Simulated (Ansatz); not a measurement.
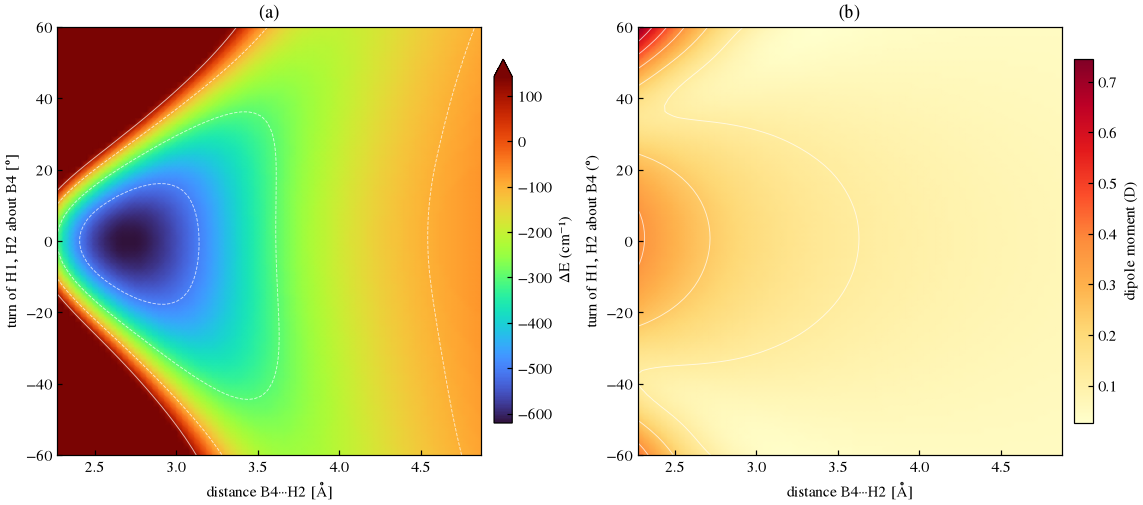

The pair H₂···BF₃. The turn is about an axis along (−0.95, 0.22, 0.22) in the frame of the relaxed pair, normal to the line between the partners. The first coordinate is: distance B4···H2; the second: turn of H1, H2 about B4. The scan uses a 15 × 15 grid. Points are written as (first, second). Energies are in cm⁻¹, from the two partners far apart, frozen as in the relaxed pair, each in its own basis (no counterpoise correction). The calculation used Ansatz, RKS PBE-D4/def2-SVPD.

Panel (a) is the energy and panel (b) the computed dipole moment on the same grid.

In the figure: a smooth colour map with a few white contour lines, one colour for all values above the top of the scale. Between grid points the surface is interpolated.

How does the dipole moment vary over the map, and what is it at the lowest grid point?

Answer. Leaving out the highest fifth of the energies, it runs from 0.03 D at (3.460 Å, 60.0°) to 0.38 D at (2.272 Å, 0.0°). At the lowest grid point, (2.722 Å, 0.0°), it is 0.24 D.
